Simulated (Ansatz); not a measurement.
# CH₃Cl₃OTi: a spread of methods and bases

How do the results and run time of CH₃Cl₃OTi respond when the settings are drawn wide?

Program: Ansatz 0.2.0, Gaussian basis. Level of theory: the settings change from run to run. These are calculated values, not measurements.

## (1) The molecule

The geometry comes from an earlier relaxation with PBE0-D4 in a triple-zeta def2 set; it is a stationary point, not always the lowest conformer.

SMILES `C[O][Ti]([Cl])([Cl])[Cl]`, 9 atoms, charge 0, spin multiplicity 1.

Atoms are counted from 1 here; the program's logs count them from 0.

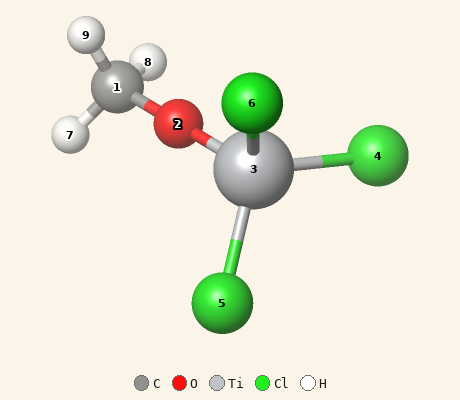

The structure; carbon grey, oxygen red, titanium light grey, chlorine green, hydrogen white; atoms are numbered from 1 in the order of the file.

## (2) B97M-V/cc-pVTZ-DK

Options: coordinates scaled by 0.92.

File in.yaml:

```yaml
crystal:
  periodic: [false, false, false]
  atoms:
    - {symbol: C, position_ang: [0.253796, -1.283026, 0.779680]}
    - {symbol: O, position_ang: [0.047204, -0.203057, 0.118562]}
    - {symbol: Ti, position_ang: [-0.207906, 1.128628, -0.694788]}
    - {symbol: Cl, position_ang: [-1.742442, 0.823934, -1.960372]}
    - {symbol: Cl, position_ang: [1.462844, 1.585273, -1.719189]}
    - {symbol: Cl, position_ang: [-0.654957, 2.598913, 0.604524]}
    - {symbol: H, position_ang: [1.193097, -1.601084, 0.615440]}
    - {symbol: H, position_ang: [-0.396768, -1.988211, 0.479833]}
    - {symbol: H, position_ang: [0.126554, -1.104059, 1.760578]}
basis:
  gaussian: {orbitals: cc-pVTZ-DK}
hamiltonian: {xc: {name: B97M-V}}
output: {forces: true}
```

Run with:

```sh
ansatz run in.yaml --threads 4 --pin off --events-out ev --progress --plain --max-ram 11315MiB
```

Output (excerpt; [...] marks lines left out):

```text
Functional definition: B97M-V
  name "B97M-V"
  cite "Mardirossian & Head-Gordon, J. Chem. Phys. 142, 074111 (2015) doi:10.1063/1.4907719"
  cite "Becke, J. Chem. Phys. 107, 8554 (1997) doi:10.1063/1.475007"
  cite "Vydrov & Van Voorhis, J. Chem. Phys. 133, 244103 (2010) doi:10.1063/1.3521275"
  # Of w^i u^j: cxij and so on, Table III.
[...]
  gx(w, u) = cx00 + cx01*u + cx02*u^2 + (cx10 + cx11*u)*w
  gss(w, u) = css00 + css02*u^2 + css10*w + (css32*w^3 + css42*w^4)*u^2
  gos(w, u) = cos00 + cos01*u + cos03*u^3 + cos10*w + cos32*w^3*u^2
[...]
      + integral(e_c_pw_mod_opposite_spin*gos(b97_w_opposite, b97_u_opposite)) + vv10(b, c)
1836 factors; their error is unknown
[...]
mean field -64043.01806813 eV, -2353.5375040870 hartree, gradient 2.6e-5 eV, S^2 0.000000; 0 other end points of the search recorded, 0 dependent functions left out
[...]
reference -64043.01816082 eV, -2353.5375074934 hartree; 45, 45 occupied and 227, 227 virtual orbitals, 1836 factors
Total energy: -64043.01816082 eV, -2353.5375074934 hartree
Relativity: scalar
Atom 0 at     0.253796    -1.283026     0.779680 Å, force     0.300521    -1.568573     0.958608 eV/Å
Atom 1 at     0.047204    -0.203057     0.118562 Å, force     0.294850    -1.533201     0.930784 eV/Å
Atom 2 at    -0.207906     1.128628    -0.694788 Å, force    -0.578903     3.018410    -1.841010 eV/Å
Atom 3 at    -1.742442     0.823934    -1.960372 Å, force    -3.870095    -0.828144    -3.165947 eV/Å
Atom 4 at     1.462844     1.585273    -1.719189 Å, force     4.237231     1.097624    -2.555879 eV/Å
Atom 5 at    -0.654957     2.598913     0.604524 Å, force    -1.118793     3.658052     3.319172 eV/Å
Atom 6 at     1.193097    -1.601084     0.615440 Å, force     3.327468    -1.409147    -0.387361 eV/Å
Atom 7 at    -0.396768    -1.988211     0.479833 Å, force    -2.207059    -2.756430    -0.858933 eV/Å
Atom 8 at     0.126554    -1.104059     1.760578 Å, force    -0.385219     0.321410     3.600567 eV/Å
Dipole moment:     0.109631    -0.572588     0.349977 e Å
```

Wall time 24 s (4 threads of Arm Neoverse V2, shared host); peak memory 0.69 GiB.

Largest force 5.069 eV/Å, dipole 3.27 D.

## (3) PBEsol/def2-TZVPP

This run has D3(BJ) with three-body dispersion, the search for lower states set to full.

File in.yaml:

```yaml
crystal:
  periodic: [false, false, false]
  atoms:
    - {symbol: C, position_ang: [0.275865, -1.394594, 0.847478]}
    - {symbol: O, position_ang: [0.051308, -0.220714, 0.128872]}
    - {symbol: Ti, position_ang: [-0.225985, 1.226770, -0.755204]}
    - {symbol: Cl, position_ang: [-1.893958, 0.895580, -2.130840]}
    - {symbol: Cl, position_ang: [1.590048, 1.723123, -1.868683]}
    - {symbol: Cl, position_ang: [-0.711910, 2.824906, 0.657091]}
    - {symbol: H, position_ang: [1.296845, -1.740308, 0.668957]}
    - {symbol: H, position_ang: [-0.431270, -2.161099, 0.521557]}
    - {symbol: H, position_ang: [0.137558, -1.200064, 1.913671]}
basis:
  gaussian: {orbitals: def2-TZVPP}
hamiltonian: {xc: {name: PBEsol}, dispersion: d3bjatm}
scf: {lower_state_search: full}
```

Same command.

Output:

```text
Functional definition: PBEsol
  name "PBEsol"
  cite "Perdew et al., Phys. Rev. Lett. 100, 136406 (2008) doi:10.1103/PhysRevLett.100.136406"
  cite "Perdew, Burke & Ernzerhof, Phys. Rev. Lett. 77, 3865 (1996) doi:10.1103/PhysRevLett.77.3865"
  parent pbesol
  exchange = pbesol_x
  correlation = pbesol_c
1822 factors; their error is unknown
mean field evaluation 1: about -63696.4115 eV, gradient 7.6e1 eV
mean field evaluation 2: about -63570.7887 eV, gradient 2.0e2 eV
mean field evaluation 4: about -63701.1662 eV, gradient 6.8e1 eV
mean field evaluation 8: about -63708.4843 eV, gradient 9.5e-1 eV
mean field evaluation 16: about -63708.4495 eV, gradient 7.1e-4 eV
mean field evaluation 32: about -63708.4119 eV, gradient 6.8e0 eV
mean field evaluation 64: about -63706.3563 eV, gradient 2.9e1 eV
mean field -63708.44954196 eV, -2341.2423375290 hartree, gradient 6.3e-5 eV, S^2 0.000000; 3 other end points of the search recorded, 0 dependent functions left out
reference -63708.44959092 eV, -2341.2423393282 hartree; 45, 45 occupied and 249, 249 virtual orbitals, 1822 factors
Total energy: -63708.58806868 eV, -2341.2474282921 hartree
```

Wall time 9.5 s (4 threads of Arm Neoverse V2, shared host); peak memory 0.57 GiB.

## (4) wB97X/cc-pVTZ-DK

Changes to in.yaml since step 3:

```diff
@@ -13,4 +13,3 @@
 basis:
-  gaussian: {orbitals: def2-TZVPP}
-hamiltonian: {xc: {name: PBEsol}, dispersion: d3bjatm}
-scf: {lower_state_search: full}
+  gaussian: {orbitals: cc-pVTZ-DK}
+hamiltonian: {xc: {name: wB97X}}
```

Same command.

Output (excerpt; [...] marks lines left out):

```text
Functional definition: wB97X
  name "wB97X"
  cite "Chai & Head-Gordon, J. Chem. Phys. 128, 084106 (2008) doi:10.1063/1.2834918"
  cite "Becke, J. Chem. Phys. 107, 8554 (1997) doi:10.1063/1.475007"
[...]
  # The coefficients of nought are those of the uniform gas.
[...]
      + exact_x_lr(omega)
[...]
      + integral(e_c_pw_opposite_spin*poly(b97_u_opposite, 1, cos1, cos2, cos3, cos4))
1930 factors; their error is unknown
345 factors; integrals over basis functions are off by at most 4.0e-5 eV
[...]
mean field -64062.19408887 eV, -2354.2422098514 hartree, gradient 6.1e-5 eV, S^2 0.000000; 0 other end points of the search recorded, 0 dependent functions left out
reference -64062.19403855 eV, -2354.2422080019 hartree; 45, 45 occupied and 227, 227 virtual orbitals, 1930 factors
Total energy: -64062.19403855 eV, -2354.2422080019 hartree
Relativity: scalar
```

It took 18 s on 4 threads of Arm Neoverse V2, shared host; peak memory 1 GiB.

## (5) B3LYP5/def2-mTZVP

Options: density fitting with def2-universal-jkfit, finite nuclei.

Changes to in.yaml since step 4:

```diff
@@ -13,3 +13,4 @@
 basis:
-  gaussian: {orbitals: cc-pVTZ-DK}
-hamiltonian: {xc: {name: wB97X}}
+  gaussian: {orbitals: def2-mTZVP, fitting: {mean_field: def2-universal-jkfit}, nuclear_model: gaussian}
+hamiltonian: {xc: {name: B3LYP5}}
+output: {forces: true}
```

Same command.

Output (excerpt; [...] marks lines left out):

```text
Functional definition: B3LYP5
  name "B3LYP5"
  cite "Stephens, Devlin, Chabalowski & Frisch, J. Phys. Chem. 98, 11623 (1994) doi:10.1021/j100096a001"
  cite "Becke, Phys. Rev. A 38, 3098 (1988) doi:10.1103/PhysRevA.38.3098"
  cite "Lee, Yang & Parr, Phys. Rev. B 37, 785 (1988) doi:10.1103/PhysRevB.37.785"
  cite "Vosko, Wilk & Nusair, Can. J. Phys. 58, 1200 (1980) doi:10.1139/p80-159"
[...]
854 factors; integrals over basis functions are off by at most 8.7e-1 eV
[...]
mean field -63817.30299018 eV, -2345.2426279676 hartree, gradient 3.7e-5 eV, S^2 0.000000; 0 other end points of the search recorded, 0 dependent functions left out
[...]
reference -63817.30331649 eV, -2345.2426399591 hartree; 45, 45 occupied and 106, 106 virtual orbitals, 854 factors
Total energy: -63817.30331649 eV, -2345.2426399591 hartree
Atom 0 at     0.275865    -1.394594     0.847478 Å, force     0.075158    -0.393362     0.240013 eV/Å
Atom 1 at     0.051308    -0.220714     0.128872 Å, force     0.037011    -0.192621     0.117456 eV/Å
Atom 2 at    -0.225985     1.226770    -0.755204 Å, force    -0.052156     0.271096    -0.163847 eV/Å
Atom 3 at    -1.893958     0.895580    -2.130840 Å, force    -0.358075    -0.070322    -0.295762 eV/Å
Atom 4 at     1.590048     1.723123    -1.868683 Å, force     0.389697     0.107428    -0.239411 eV/Å
Atom 5 at    -0.711910     2.824906     0.657091 Å, force    -0.103982     0.342124     0.301384 eV/Å
Atom 6 at     1.296845    -1.740308     0.668957 Å, force    -0.023538    -0.020357     0.023441 eV/Å
Atom 7 at    -0.431270    -2.161099     0.521557 Å, force     0.026044    -0.008169     0.027985 eV/Å
Atom 8 at     0.137558    -1.200064     1.913671 Å, force     0.009839    -0.035817    -0.011258 eV/Å
Dipole moment:     0.129518    -0.676479     0.413520 e Å
```

It took 2.9 s on 4 threads of Arm Neoverse V2, shared host; peak memory 0.37 GiB.

Largest force 0.470 eV/Å, dipole 3.86 D.

## (6) wPBEh/aug-pcseg-2

Options: atoms shaken by 0.08 Å, a point charge of 1.00 e beside it, high accuracy, the search for lower states set to light.

File in.yaml:

```yaml
crystal:
  periodic: [false, false, false]
  atoms:
    - {symbol: C, position_ang: [0.271513, -1.499886, 0.846448]}
    - {symbol: O, position_ang: [0.120122, -0.169415, 0.192484]}
    - {symbol: Ti, position_ang: [-0.190937, 1.103114, -0.794737]}
    - {symbol: Cl, position_ang: [-1.891907, 0.877153, -2.147011]}
    - {symbol: Cl, position_ang: [1.657821, 1.712331, -1.759656]}
    - {symbol: Cl, position_ang: [-0.692552, 2.947140, 0.694654]}
    - {symbol: H, position_ang: [1.182403, -1.694799, 0.726836]}
    - {symbol: H, position_ang: [-0.399955, -2.185607, 0.443848]}
    - {symbol: H, position_ang: [0.077146, -1.141471, 1.948108]}
basis:
  gaussian: {orbitals: aug-pcseg-2, point_charges: [{charge: 1.00, position_ang: [6.209, -0.982, 0.565]}]}
hamiltonian: {xc: {name: wPBEh}}
accuracy: high
scf: {lower_state_search: light}
```

Same command.

Output (excerpt; [...] marks lines left out):

```text
Functional definition: wPBEh
  name "wPBEh"
  cite "Heyd, Scuseria & Ernzerhof, J. Chem. Phys. 118, 8207 (2003) doi:10.1063/1.1564060"
  cite "Krukau, Vydrov, Izmaylov & Scuseria, J. Chem. Phys. 125, 224106 (2006) doi:10.1063/1.2404663"
  cite "Heyd & Scuseria, J. Chem. Phys. 120, 7274 (2004) doi:10.1063/1.1668634"
  cite "Ernzerhof & Perdew, J. Chem. Phys. 109, 3313 (1998) doi:10.1063/1.476928"
  cite "Perdew, Burke & Ernzerhof, Phys. Rev. Lett. 77, 3865 (1996) doi:10.1103/PhysRevLett.77.3865"
  parent pbe
[...]
6144 factors; integrals over basis functions are off by at most 5.5e-9 eV
224 factors; integrals over basis functions are off by at most 1.9e-9 eV
[...]
mean field -63806.52756927 eV, -2344.8466385529 hartree, gradient 1.6e-8 eV, S^2 0.000000; 0 other end points of the search recorded, 0 dependent functions left out
reference -63806.52757689 eV, -2344.8466388330 hartree; 45, 45 occupied and 347, 347 virtual orbitals, 6144 factors
Total energy: -63806.52757689 eV, -2344.8466388330 hartree
```

Wall time 86 s (4 threads of Arm Neoverse V2, shared host); peak memory 6.2 GiB.

## (7) CAM-B3LYP/cc-pVTZ

This run has charge +1, multiplicity 2.

File in.yaml:

```yaml
crystal:
  periodic: [false, false, false]
  atoms:
    - {symbol: C, position_ang: [0.275865, -1.394594, 0.847478]}
    - {symbol: O, position_ang: [0.051308, -0.220714, 0.128872]}
    - {symbol: Ti, position_ang: [-0.225985, 1.226770, -0.755204]}
    - {symbol: Cl, position_ang: [-1.893958, 0.895580, -2.130840]}
    - {symbol: Cl, position_ang: [1.590048, 1.723123, -1.868683]}
    - {symbol: Cl, position_ang: [-0.711910, 2.824906, 0.657091]}
    - {symbol: H, position_ang: [1.296845, -1.740308, 0.668957]}
    - {symbol: H, position_ang: [-0.431270, -2.161099, 0.521557]}
    - {symbol: H, position_ang: [0.137558, -1.200064, 1.913671]}
basis:
  gaussian: {orbitals: cc-pVTZ}
total_charge: 1
magnetization: {spin_polarized: true, initial_magnetization: 1}
hamiltonian: {xc: {name: CAM-B3LYP}}
```

Launched as before.

Output (excerpt; [...] marks lines left out):

```text
Functional definition: CAM-B3LYP
  name "CAM-B3LYP"
  cite "Yanai, Tew & Handy, Chem. Phys. Lett. 393, 51 (2004) doi:10.1016/j.cplett.2004.06.011"
  cite "Iikura, Tsuneda, Yanai & Hirao, J. Chem. Phys. 115, 3540 (2001) doi:10.1063/1.1383587"
  cite "Becke, Phys. Rev. A 38, 3098 (1988) doi:10.1103/PhysRevA.38.3098"
  cite "Lee, Yang & Parr, Phys. Rev. B 37, 785 (1988) doi:10.1103/PhysRevB.37.785"
  cite "Vosko, Wilk & Nusair, Can. J. Phys. 58, 1200 (1980) doi:10.1139/p80-159"
[...]
  # Exact exchange under (alpha + beta erf(omega r))/r, Becke's under what is left of 1/r.
[...]
1954 factors; their error is unknown
363 factors; integrals over basis functions are off by at most 1.3e-5 eV
[...]
mean field -63816.12306303 eV, -2345.1992664444 hartree, gradient 3.3e-6 eV, S^2 0.787454; 6 other end points of the search recorded, 0 dependent functions left out
reference -63816.12321996 eV, -2345.1992722117 hartree; 45, 44 occupied and 227, 228 virtual orbitals, 1954 factors
Total energy: -63816.12321996 eV, -2345.1992722117 hartree
```

Run time: 2 min. Hardware: 4 threads of Arm Neoverse V2, shared host; peak memory 2.4 GiB.

⟨S²⟩ 0.787.

## (8) MP2/x2c-TZVPPall

Changes to in.yaml since step 7:

```diff
@@ -13,5 +13,4 @@
 basis:
-  gaussian: {orbitals: cc-pVTZ}
-total_charge: 1
-magnetization: {spin_polarized: true, initial_magnetization: 1}
-hamiltonian: {xc: {name: CAM-B3LYP}}
+  gaussian: {orbitals: x2c-TZVPPall}
+hamiltonian: {xc: {name: HF}}
+correlation: {method: mp2}
```

Same command.

Output:

```text
Functional definition: HF
  name "HF"
  cite "Fock, Z. Phys. 61, 126 (1930) doi:10.1007/BF01340294"
  parent pbe
  exchange = exact_x
  correlation = 0
1855 factors; integrals over basis functions are off by at most 1.0e-3 eV
mean field evaluation 1: about -63949.9798 eV, gradient 5.5e1 eV
mean field evaluation 2: about -63950.2593 eV, gradient 5.5e1 eV
mean field evaluation 4: about -63956.6598 eV, gradient 5.2e0 eV
mean field evaluation 8: about -63956.7611 eV, gradient 9.8e-1 eV
mean field evaluation 16: about -63956.7654 eV, gradient 4.5e-6 eV
mean field -63956.76539496 eV, -2350.3677768123 hartree, gradient 4.5e-6 eV, S^2 0.000000; 0 other end points of the search recorded, 0 dependent functions left out
22 core orbitals not correlated: weight in the atoms' cores, before any rotation towards them, 1.000 or more for the frozen orbitals, at most 0.000 for the correlated occupied ones
reference -63956.76539496 eV, -2350.3677768123 hartree; 23, 23 occupied and 249, 249 virtual orbitals, 1855 factors
second order -38.52496214 eV of doubles, -0.00000000 eV of singles
Total energy: -63995.29035710 eV, -2351.7835430578 hartree
Relativity: scalar
```

It took 8.5 s on 4 threads of Arm Neoverse V2, shared host; peak memory 0.93 GiB.

## (9) B2GP-PLYP/STO-3G

Set apart from the defaults: charge -1, multiplicity 2.

Changes to in.yaml since step 8:

```diff
@@ -13,4 +13,5 @@
 basis:
-  gaussian: {orbitals: x2c-TZVPPall}
-hamiltonian: {xc: {name: HF}}
-correlation: {method: mp2}
+  gaussian: {orbitals: STO-3G}
+total_charge: -1
+magnetization: {spin_polarized: true, initial_magnetization: 1}
+hamiltonian: {xc: {name: B2GP-PLYP}}
```

The command is unchanged.

Output (excerpt; [...] marks lines left out):

```text
Functional definition: B2GP-PLYP
  name "B2GP-PLYP"
  cite "Karton, Tarnopolsky, Lamère, Schatz & Martin, J. Phys. Chem. A 112, 12868 (2008) doi:10.1021/jp801805p"
  cite "Becke, Phys. Rev. A 38, 3098 (1988) doi:10.1103/PhysRevA.38.3098"
  cite "Lee, Yang & Parr, Phys. Rev. B 37, 785 (1988) doi:10.1103/PhysRevB.37.785"
[...]
727 factors; integrals over basis functions are off by at most 9.5e-5 eV
[...]
mean field -63102.49062757 eV, -2318.9737581587 hartree, gradient 1.7e-8 eV, S^2 0.752259; 6 other end points of the search recorded, 0 dependent functions left out
22 core orbitals not correlated: weight in the atoms' cores, before any rotation towards them, 1.000 or more for the frozen orbitals, at most 0.000 for the correlated occupied ones
reference -63102.49073463 eV, -2318.9737620932 hartree; 24, 23 occupied and 12, 13 virtual orbitals, 727 factors
second order -6.29104179 eV of doubles, -0.00000000 eV of singles
Total energy: -63104.75550967 eV, -2319.0569910410 hartree
```

It took 26 s on 4 threads of Arm Neoverse V2, shared host; peak memory 0.29 GiB.

⟨S²⟩ 0.752.

## (10) The runs in one table

```csv
level,charge,multiplicity,geometry,functions,energy (eV),time
B97M-V/cc-pVTZ-DK,0,1,scaled,272,-64043.018,24 s
PBEsol/def2-TZVPP,0,1,relaxed,294,-63708.588,9.5 s
wB97X/cc-pVTZ-DK,0,1,relaxed,272,-64062.194,18 s
B3LYP5/def2-mTZVP,0,1,relaxed,151,-63817.303,2.9 s
wPBEh/aug-pcseg-2,0,1,"shaken, point charge",392,-63806.528,86 s
CAM-B3LYP/cc-pVTZ,1,2,relaxed,272,-63816.123,2 min
MP2/x2c-TZVPPall,0,1,relaxed,294,-63995.290,8.5 s
B2GP-PLYP/STO-3G,-1,2,relaxed,58,-63104.756,26 s
```

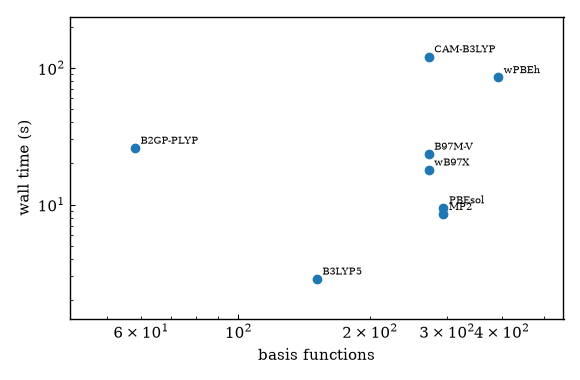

Wall time against the number of basis functions (shared host).

## (11) What came out

```
                                         quantity                     value
                                             runs                         8
                                         quickest  B3LYP5/def2-mTZVP, 2.9 s
                                          slowest  CAM-B3LYP/cc-pVTZ, 2 min
spread of total energies, same state and geometry                  353.6 eV
```

What this shows: Run time spans a factor of 42, from B3LYP5/def2-mTZVP to CAM-B3LYP/cc-pVTZ. The jobs differ in tasks and options as well as level. The totals spread over 354 eV; they can't be compared across methods or bases. Some of these runs are scalar-relativistic and others not, which shifts the totals of all-electron atoms past neon by several eV an atom and more; core potentials, where a basis has them, take the core out of the total altogether. At the PBE0-D4/def2-TZVP geometry and in the same state, the sound runs without point charges leave forces up to 0.47 eV/Å (B3LYP5/def2-mTZVP), against 5.1 eV/Å where the atoms were moved.
